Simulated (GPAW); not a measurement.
## PtS2 (1T monolayer): G0W0 on several meshes in GPAW

Aim: the GW shift of PtS2 (1T monolayer) against the k mesh.

Main program and level: GPAW 26.7.0; LDA and many-body steps on it, plane waves.

## Step 1: The structure

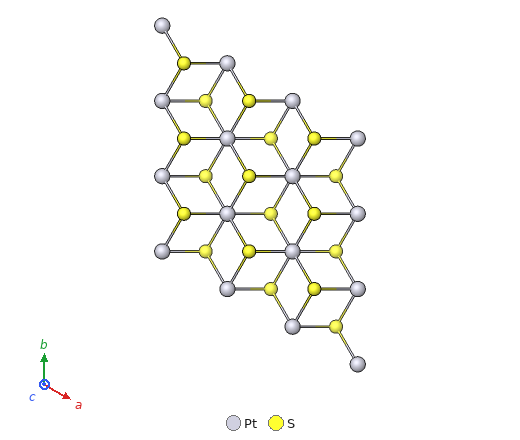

The starting structure, seen from above (platinum light grey, sulfur yellow). 3×3×1 cells are drawn. Some periodic images of atoms are drawn too.

The cell holds 3 atoms: 1 Pt and 2 S. Its edges and angles: a = 3.507 Å, b = 3.507 Å, c = 13.900 Å, α = 90.0°, β = 90.0°, γ = 120.0°. Vacuum lies along c.

Structure file:

```xyz
3
Lattice="3.5075 0.0000 0.0000 -1.7537 3.0376 0.0000 0.0000 0.0000 13.9000" Properties=species:S:1:pos:R:3
Pt    0.0000    0.0000    6.9500
S     0.0000    2.0250    8.1622
S     1.7537    1.0125    5.7378
```

The structure was relaxed with LDA. The runs that relaxed it are not among those shown. Spin-orbit coupling is left out unless a step names it.

## Step 2: Empty states on the mesh, 9×9×1 mesh, 250 bands

This step: GPAW 26.7.0; DFT, LDA, plane waves, PAW.

The sums over transitions need many empty states on a uniform mesh; this step solves for them.

run.py reads:

```python
import json
import numpy as np
from gpaw.mpi import world
from gpaw import GPAW

calc = GPAW('gs.gpw').fixed_density(kpts={'size': (9, 9, 1), 'gamma': True},
    parallel={'domain': 1, 'band': 1},
    txt='nscf.txt')
calc.diagonalize_full_hamiltonian(nbands=250)
calc.write('full.gpw', mode='all')
res = {}
kpts = calc.get_ibz_k_points()
res['kpts'] = kpts
res['eigenvalues'] = [calc.get_eigenvalues(kpt=k) for k in range(len(kpts))]
res['n_electrons'] = calc.get_number_of_electrons()

if world.rank == 0:
    with open('result.json', 'w') as f:
        json.dump(res, f, default=lambda x: x.tolist())
```

On the command line:

```bash
> mpirun -n 4 gpaw python run.py
```

Numbers of over 12 decimals in the logs are rounded to 6 here.

What it wrote:

```text
Diagonalizing LCAO Hamiltonian
Converting LCAO to pw mode
convergence criteria:
- Maximum integral of absolute [eigenst]ate change: 4e-08 eV^2 / valence electron
maximum number of iterations: 100

SCF iterations
|iter     |     time |      energy | eigst |  dens |
|iter:   1|  |             | +0.85 |       |
|iter:   2|  |             | -0.38 |       |
|iter:   3|  |             | -1.44 |       |
[...]
|iter:  14|  |             | -6.83 |       |
|iter:  15|  |             | -7.22 |       |
|iter:  16|  |             | -7.42c|       |
SCF steps: 16
  __  _  _
 | _ |_)|_||  |
 |__||  | ||/\| - 26.7.0

Input parameters:
  mode=PW(ecut=450.000000),
  convergence={'density': 1e-06, 'bands': -3},
  gpts=array([18, 18, 70]),
  kpts=MonkhorstPack(size=(9, 9, 1), gamma=True),
  maxiter=100,
  nbands=21,
  occupations=Occupations(name='fermi-dirac', width=0.001, fixmagmom=False),
  parallel={'domain': 1, 'band': 1},
  xc=XC(name='LDA')
Matrix size: 3204x3204
# Writing to full.gpw (mode='all')
  [... matrices ...]

timing:  # [seconds]
  Total: 103.496  # ━━━━━━━━━━━━━━━━━━━━━━━━━━━━━━━━━━━━━━━━━━━━━━━━━━━━━━━━━
```

Wall time 1.8 min (4 MPI ranks of Arm Neoverse V1, shared host); peak memory 4 GiB.

This step gave:

```yaml
gap: 1.803 eV
k_of_the_valence_top: 0.1111, 0, 0
k_of_the_conduction_bottom: 0.2222, 0, 0
least_direct_gap: 1.901 eV
k_points_computed: 12
lowest_point_of_the_top_converged_band_above_the_valence_top: 76.5020 eV
```

On this mesh the gap is 1.803 eV.

## Step 3: 9×9×1

G0W0 replaces the xc potential by the self-energy, built once from these orbitals. Only a window of levels is corrected, while the sums run over the empty bands that the input names.

This step: G0W0 on LDA, plane waves, PAW.

run.py reads:

```python
import json
import numpy as np
from gpaw.mpi import world
from gpaw.response.g0w0 import G0W0

gw = G0W0('full.gpw',
    filename='gw',
    kpts=[0, 1, 3],
    bands=(12, 16),
    ecut=48,
    nbands=111,
    truncation='2D',
    integrate_gamma='sphere',
    q0_correction=True,
    frequencies={'type': 'nonlinear', 'domega0': 0.15, 'omega2': 15.0},
    eta=0.1,
    nblocksmax=True)
gw.calculate()
res = {mode: {k: v for k, v in r.items() if k != 'sigma_eskwn'}
       for mode, r in gw.all_results.items()}

if world.rank == 0:
    with open('result.json', 'w') as f:
        json.dump(res, f, default=lambda x: x.tolist())
```

On the command line:

```bash
> mpirun -n 4 gpaw python run.py
```

What it wrote:

```text
Using integrator: PointIntegrator
NonLinearFrequencyDescriptor(from 0.000 to 99.497 eV, 178 points)
Nonperiodic BCs:  [False False  True]
Using integrator: PointIntegrator
NonLinearFrequencyDescriptor(from 0.000 to 99.497 eV, 178 points)
Nonperiodic BCs:  [False False  True]
Applying analytical 2D correction to W:
    Evaluating Gamma point contribution to W on a 17x17x1 grid
  ___  _ _ _
 |   || | | |
 | | || | | |
 |__ ||_____|
 |___|

BZ k-points: Symmetries present (total): 12

  [... matrices ...]
81 k-points: 9 x 9 x 1 Monkhorst-Pack grid
12 k-points in the irreducible part of the Brillouin zone
       k-points in crystal coordinates                weights
   0:     0.00000000    0.00000000    0.00000000          1/81
   1:     0.11111111    0.00000000    0.00000000          6/81
   2:     0.22222222   -0.11111111    0.00000000          6/81
   3:     0.22222222    0.00000000    0.00000000          6/81
   4:     0.33333333   -0.11111111    0.00000000         12/81
   5:     0.33333333    0.00000000    0.00000000          6/81
   6:     0.33333333    0.33333333    0.00000000          2/81
   7:     0.44444444   -0.22222222    0.00000000          6/81
   8:     0.44444444   -0.11111111    0.00000000         12/81
   9:     0.44444444    0.00000000    0.00000000          6/81
          ...
  11:     0.44444444    0.44444444    0.00000000          6/81

Distributing spins, k-points and bands (1 x 3 x 4) over 1 process
Number of blocks: 4

Quasi particle states:
k-points (IBZ indices): [0, 1, 3]
Band range: (12, 16)
  [... matrices ...]
Computational parameters:
Plane wave cut-off: 48 eV
Number of bands: 111
Coulomb cutoff: 2D
Broadening: 0.1 eV

fxc modes: GW
Kernel: RPA
Using full-frequency real axis integration
Summing all q:

Calculating screened Coulomb potential
2D Coulomb truncation
NonLinearFrequencyDescriptor(from 0.000 to 99.497 eV, 178 points)
Removing empty qpoint cache files...

Calculating chi0 body with:
    Ground state adapter containing:
    Number of spins: 1
    Number of kpoints: 81
    Number of irreducible kpoints: 12
    Number of completely occupied states: 14
    Number of partially occupied states: 14
    Occupied states memory: 4.844970703125 M / cpu

    Linear response parametrization:
    q_c: [0.0, 0.0, 0.0]
    Number of frequency points: 178
    Planewave cutoff: 48.0
    Number of bands: 111
    Number of planewaves: 93
    Broadening (eta): 0.1
    comm.size: 4
    kncomm.size: 1
    blockcomm.size: 4

    Memory estimate of potentially large arrays:
        chi0_wGG: 5.872810 M / cpu
Integrating chi0 body.

Symmetries of q_c:
    Direct symmetries (Uq -> q): 12
    Indirect symmetries (TUq -> q): 0
In total 12 allowed symmetries.

  [... matrices ...]
12 groups of equivalent kpoints. 85.185185% reduction.

Integral kind: spectral function
Integrating chi0 head and wings.

Symmetries of q_c:
    Direct symmetries (Uq -> q): 12
    Indirect symmetries (TUq -> q): 0
In total 12 allowed symmetries.

  [... matrices ...]
12 groups of equivalent kpoints. 85.185185% reduction.

Integral kind: spectral function wings

Calculating chi0 body with:
    Ground state adapter containing:
    Number of spins: 1
    Number of kpoints: 81
    Number of irreducible kpoints: 12
    Number of completely occupied states: 14
    Number of partially occupied states: 14
[... the further q-points ...]

Results:
f:      Occupation numbers
eps:     KS-eigenvalues [eV]
vxc:     KS vxc [eV]
exx:     Exact exchange [eV]
sigma:   Self-energies [eV]
dsigma:  Self-energy derivatives
Z:       Renormalization factors
qp:      QP-energies [eV]

k-point 0 (0): (0.000, 0.000, 0.000)                GW
band       f     eps     vxc     exx   sigma  dsigma       Z      qp
                                                                   GW
  12   1.000  -2.020 -16.697 -18.390   1.746  -0.380   0.725  -1.982
  13   1.000  -2.020 -16.697 -18.390   1.746  -0.380   0.725  -1.982
  14   0.000   1.619 -21.243 -16.995  -2.836  -0.406   0.711   2.624
  15   0.000   1.619 -21.243 -16.995  -2.836  -0.406   0.711   2.624

k-point 1 (1): (0.111, 0.000, 0.000)                GW
band       f     eps     vxc     exx   sigma  dsigma       Z      qp
                                                                   GW
  12   1.000  -1.957 -17.575 -19.439   1.926  -0.375   0.727  -1.912
  13   1.000  -1.802 -19.451 -21.968   2.495  -0.393   0.718  -1.818
[...]
k-point 2 (3): (0.222, 0.000, 0.000)                GW
band       f     eps     vxc     exx   sigma  dsigma       Z      qp
                                                                   GW
[...]
13   1.000  -1.901 -19.794 -22.605   2.738  -0.406   0.711  -1.953
  14   0.000   0.001 -19.888 -16.240  -2.117  -0.426   0.702   1.075
  15   0.000   1.141 -20.512 -16.244  -2.737  -0.711   0.585   2.036
```

Wall time 2.6 min (4 MPI ranks); peak memory 1.9 GiB.

Numbers from this step:

```
G0W0 gap on the points computed              : 2.893 eV
least direct G0W0 gap on the computed points : 3.028 eV
Z at the valence top                         : 0.7180
Z at the conduction bottom                   : 0.7015
starting gap on the mesh                     : 1.803 eV
k of the valence top                         : 0.1111, 0, 0
k of the conduction bottom                   : 0.2222, 0, 0
```

The gap on the mesh goes from 1.80 eV to 2.89 eV, a correction of +1.09 eV.

## Step 4: Empty states on the mesh, 6×6×1 mesh, 121 bands

This step: DFT, LDA, plane waves, PAW.

run.py reads:

```python
import json
import numpy as np
from gpaw.mpi import world
from gpaw import GPAW

calc = GPAW('gs.gpw').fixed_density(kpts={'size': (6, 6, 1), 'gamma': True},
    nbands=141,
    convergence={'bands': 121},
    txt='nscf.txt')
calc.write('full.gpw', mode='all')
res = {}
kpts = calc.get_ibz_k_points()
res['kpts'] = kpts
res['eigenvalues'] = [calc.get_eigenvalues(kpt=k) for k in range(len(kpts))]
res['n_electrons'] = calc.get_number_of_electrons()

if world.rank == 0:
    with open('result.json', 'w') as f:
        json.dump(res, f, default=lambda x: x.tolist())
```

On the command line:

```bash
> mpirun -n 4 gpaw python run.py
```

What it wrote:

```text
Diagonalizing LCAO Hamiltonian
Converting LCAO to pw mode
convergence criteria:
- Maximum integral of absolute [eigenst]ate change: 4e-08 eV^2 / valence electron
maximum number of iterations: 100

SCF iterations
|iter     |     time |      energy | eigst |  dens |
|iter:   1|  |             | +4.01 |       |
|iter:   2|  |             | +2.78 |       |
|iter:   3|  |             | +1.63 |       |
[...]
|iter:  13|  |             | -6.58 |       |
|iter:  14|  |             | -7.19 |       |
|iter:  15|  |             | -7.70c|       |
SCF steps: 15
  __  _  _
 | _ |_)|_||  |
 |__||  | ||/\| - 26.7.0

Input parameters:
  mode=PW(ecut=450.000000),
  convergence={'bands': 121},
  gpts=array([18, 18, 70]),
  kpts=MonkhorstPack(size=(6, 6, 1), gamma=True),
  maxiter=100,
  nbands=141,
  occupations=Occupations(name='fermi-dirac', width=0.001, fixmagmom=False),
  parallel={},
  xc=XC(name='LDA')
# Writing to full.gpw (mode='all')
  [... matrices ...]

timing:  # [seconds]
  Total: 0.045  # ━━━━━━━━━━━━━━━━━━━━━━━━━━━━━━━━━━━━━━━━━━━━━━━━━━━━━━━━━━━
```

Run time: 31 s. Hardware: 4 MPI ranks; peak memory 0.86 GiB.

Numbers from this step:

```yaml
gap: 2.063 eV
k_of_the_valence_top: 0.3333, -0.1667, 0
k_of_the_conduction_bottom: 0.1667, 0, 0
least_direct_gap: 2.081 eV
k_points_computed: 7
lowest_point_of_the_top_converged_band_above_the_valence_top: 46.08 eV
```

On this mesh the gap is 2.063 eV.

## Step 5: 6×6×1

This step: G0W0 on LDA, plane waves, PAW.

run.py reads:

```python
import json
import numpy as np
from gpaw.mpi import world
from gpaw.response.g0w0 import G0W0

gw = G0W0('full.gpw',
    filename='gw',
    kpts=[0, 1, 2],
    bands=(12, 16),
    ecut=48,
    nbands=111,
    truncation='2D',
    integrate_gamma='sphere',
    q0_correction=True,
    frequencies={'type': 'nonlinear', 'domega0': 0.15, 'omega2': 15.0},
    eta=0.1,
    nblocksmax=True)
gw.calculate()
res = {mode: {k: v for k, v in r.items() if k != 'sigma_eskwn'}
       for mode, r in gw.all_results.items()}

if world.rank == 0:
    with open('result.json', 'w') as f:
        json.dump(res, f, default=lambda x: x.tolist())
```

On the command line:

```bash
> mpirun -n 4 gpaw python run.py
```

What it wrote:

```text
Using integrator: PointIntegrator
NonLinearFrequencyDescriptor(from 0.000 to 99.497 eV, 178 points)
Nonperiodic BCs:  [False False  True]
Using integrator: PointIntegrator
NonLinearFrequencyDescriptor(from 0.000 to 99.497 eV, 178 points)
Nonperiodic BCs:  [False False  True]
Applying analytical 2D correction to W:
    Evaluating Gamma point contribution to W on a 25x25x1 grid
  ___  _ _ _
 |   || | | |
 | | || | | |
 |__ ||_____|
 |___|

BZ k-points: Symmetries present (total): 12

  [... matrices ...]
36 k-points: 6 x 6 x 1 Monkhorst-Pack grid + [1/12,1/12,0.000000]
7 k-points in the irreducible part of the Brillouin zone
       k-points in crystal coordinates                weights
   0:     0.00000000    0.00000000    0.00000000          1/36
   1:     0.16666667    0.00000000    0.00000000          6/36
   2:     0.33333333   -0.16666667    0.00000000          6/36
   3:     0.33333333    0.00000000    0.00000000          6/36
   4:     0.33333333    0.33333333    0.00000000          2/36
   5:     0.50000000    0.33333333    0.00000000         12/36
   6:     0.50000000    0.50000000    0.00000000          3/36

Distributing spins, k-points and bands (1 x 3 x 4) over 1 process
Number of blocks: 4

Quasi particle states:
k-points (IBZ indices): [0, 1, 2]
Band range: (12, 16)
  [... matrices ...]
Computational parameters:
Plane wave cut-off: 48 eV
Number of bands: 111
Coulomb cutoff: 2D
Broadening: 0.1 eV

fxc modes: GW
Kernel: RPA
Using full-frequency real axis integration
Summing all q:

Calculating screened Coulomb potential
2D Coulomb truncation
NonLinearFrequencyDescriptor(from 0.000 to 99.497 eV, 178 points)
Removing empty qpoint cache files...

Calculating chi0 body with:
    Ground state adapter containing:
    Number of spins: 1
    Number of kpoints: 36
[...]
comm.size: 4
    kncomm.size: 1
    blockcomm.size: 4

    Memory estimate of potentially large arrays:
        chi0_wGG: 5.872810 M / cpu
Integrating chi0 body.

Symmetries of q_c:
    Direct symmetries (Uq -> q): 12
    Indirect symmetries (TUq -> q): 0
In total 12 allowed symmetries.

  [... matrices ...]
7 groups of equivalent kpoints. 80.555556% reduction.

Integral kind: spectral function
Integrating chi0 head and wings.

Symmetries of q_c:
    Direct symmetries (Uq -> q): 12
    Indirect symmetries (TUq -> q): 0
In total 12 allowed symmetries.

  [... matrices ...]
7 groups of equivalent kpoints. 80.555556% reduction.

Integral kind: spectral function wings

Calculating chi0 body with:
    Ground state adapter containing:
    Number of spins: 1
    Number of kpoints: 36
    Number of irreducible kpoints: 7
    Number of completely occupied states: 14
    Number of partially occupied states: 14
[... the further q-points ...]

Results:
f:      Occupation numbers
eps:     KS-eigenvalues [eV]
vxc:     KS vxc [eV]
exx:     Exact exchange [eV]
sigma:   Self-energies [eV]
dsigma:  Self-energy derivatives
Z:       Renormalization factors
qp:      QP-energies [eV]

k-point 0 (0): (0.000, 0.000, 0.000)                GW
band       f     eps     vxc     exx   sigma  dsigma       Z      qp
                                                                   GW
  12   1.000  -2.020 -16.697 -18.391   1.680  -0.374   0.728  -2.030
  13   1.000  -2.020 -16.697 -18.391   1.680  -0.374   0.728  -2.030
  14   0.000   1.619 -21.243 -16.977  -2.777  -0.265   0.790   2.796
[...]
k-point 1 (1): (0.167, 0.000, 0.000)                GW
band       f     eps     vxc     exx   sigma  dsigma       Z      qp
                                                                   GW
[...]
k-point 2 (2): (0.333, -0.167, 0.000)                GW
band       f     eps     vxc     exx   sigma  dsigma       Z      qp
                                                                   GW
[...]
14   0.000   0.322 -19.135 -15.231  -2.314  -0.431   0.699   1.433
  15   0.000   0.458 -20.615 -16.596  -2.363  -0.442   0.694   1.607
```

Wall time 46 s (4 MPI ranks); peak memory 1.4 GiB.

Numbers from this step:

| Item | Value |
| --- | --- |
| G0W0 gap on the points computed | 3.244 eV |
| least direct G0W0 gap on the computed points | 3.257 eV |
| Z at the valence top | 0.7224 |
| Z at the conduction bottom | 0.7027 |
| starting gap on the mesh | 2.063 eV |
| k of the valence top | 0.3333, -0.1667, 0 |
| k of the conduction bottom | 0.1667, 0, 0 |

Against G0W0 in GPAW (9×9×1 mesh, 111 bands, screening to 48 eV, full frequency, Hilbert transform), the gap moves by +0.351 eV.

## Step 6: The runs together

Times are wall times on 4 MPI ranks of Arm Neoverse V1, shared host, good to a factor of about two.

```tsv
run	mesh	bands	screening cutoff (eV)	DFT gap (eV)	gap on the mesh (eV)	direct (eV)	time
9×9×1	9×9×1	111	48	1.803	2.893	3.028	2.6 min
6×6×1	6×6×1	111	48	2.063	3.244	3.257	46 s
```

## Step 7: Outcome

```json
{"9×9×1": "2.893 eV", "6×6×1": "3.244 eV", "known limits": "not at the basis limit; no spin polarisation; d states lean on the start; no spin-orbit coupling"}
```

What this shows: 6×6×1: +0.351 eV against 9×9×1, +0.260 eV of it in the start. Bands and cutoff are finite, so the gap is not at the basis limit. The miss can reach some tenths of an eV and take either sign; the mesh is an error of its own. These stock PAW sets were not made for GW. In the G0W0 runs levels were corrected at 3 k points alone, so a gap called «on the mesh» is the least over those, and an edge elsewhere would be missed. The runs have no spin polarisation. For a closed low-spin shell that is the natural state; where a d or f shell is open it is a constraint, and the gap is then not the crystal's own. With d states at the gap, one-shot GW leans hard on its start. The many-body steps are scalar-relativistic: spin-orbit coupling is not in them.

[Paths, hosts, dates, memory and timing lines, banners, echoed tables and standing remarks are left out of the program output.]

[Logs are printed without paths, hosts, clocks, repeated set-up lines and the standing remarks that a program may print on its own settings, such as how far it seeks lower states.]

[Runs of the session that timed out or met a known fault of the program may be left out.]

[Hosts, paths, dates, database ids (printed as entryN), source tags and the programs' standing remarks are cut or masked in the printed files.]
